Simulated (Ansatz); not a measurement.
Reaction (SMILES): CCl (CH3-Cl) + [H][H] (H2) → C (CH4) + Cl (HCl)
B3LYP-D3(BJ)/def2-TZVP geometries, fixed; electronic energies without zero-point terms.
Largest species:
```
C
H 1 1.0858
H 1 1.0858 2 110.57
H 1 1.0858 2 110.57 3 -122.80
Cl 1 1.7944 2 108.35 3 118.60
```

Basis-set convergence of the energy of full hydrogenation at MP2 with Ansatz (a program for electronic structure). Cartesian d functions, on some or all atoms, in 6-31G*, 6-31G**; all else is spherical. Cores are frozen. No added dispersion term, no relativity. Functions are those of the species that has most. Reference: Hartree-Fock in aug-cc-pV(Q+d)Z plus the correlation part extrapolated as X^-3 from aug-cc-pV(T+d)Z and aug-cc-pV(Q+d)Z, -21.71 kcal/mol, itself unsure by roughly 0.08 kcal/mol (a third of the extrapolation step and of the last Hartree-Fock step). Deviations are taken from unrounded values.

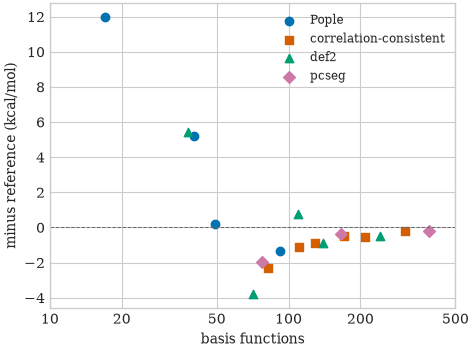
Fig. 1. Deviation from the reference against the number of basis functions, by family of sets.

| basis | functions | energy of full hydrogenation (kcal/mol) | minus reference (kcal/mol) |
|---|---|---|---|
| STO-3G | 17 | -9.75 | 11.97 |
| def2-SV(P) | 38 | -16.28 | 5.44 |
| 6-31G* | 40 | -16.53 | 5.18 |
| 6-31G** | 49 | -21.52 | 0.20 |
| def2-SVPD | 71 | -25.52 | -3.81 |
| aug-pcseg-1 | 77 | -23.69 | -1.97 |
| aug-cc-pV(D+d)Z | 82 | -24.00 | -2.29 |
| 6-311++G(2d,2p) | 92 | -23.03 | -1.32 |
| def2-TZVPD | 110 | -20.93 | 0.78 |
| cc-pV(T+d)Z | 111 | -22.80 | -1.09 |
| jun-cc-pV(T+d)Z | 129 | -22.62 | -0.91 |
| def2-TZVPPD | 139 | -22.61 | -0.90 |
| aug-pcseg-2 | 165 | -22.11 | -0.40 |
| aug-cc-pV(T+d)Z | 170 | -22.22 | -0.50 |
| cc-pV(Q+d)Z | 209 | -22.28 | -0.57 |
| def2-QZVPPD | 241 | -22.22 | -0.50 |
| aug-cc-pV(Q+d)Z | 307 | -21.90 | -0.18 |
| pcseg-4 | 389 | -21.91 | -0.20 |
